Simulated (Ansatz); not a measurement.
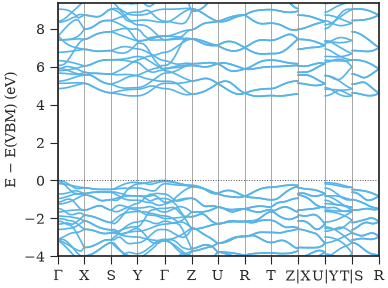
Band structure from PBEsol (plane waves, PAW; program Ansatz)

The gap is 4.34 eV; an edge lies off the plotted path or next to a special point (maximum on the Y–Γ line, 96 % of the way from Y, minimum off the standard path).

The material is HfO₂ in space group Pca2_1 (No. 29; Hf on 4a, O on 4a, O on 4a).

The PBEsol relaxation kept the symmetry of its start. The run is not spin-polarised. Scalar-relativistic: spin–orbit coupling is off unless named, which matters more the heavier the elements.

Potentials: the earlier of the program's two PAW sets. The files were generated under PBE; for other functionals the program regenerates the frozen cores, and for LDA and PBEsol the local potential too.
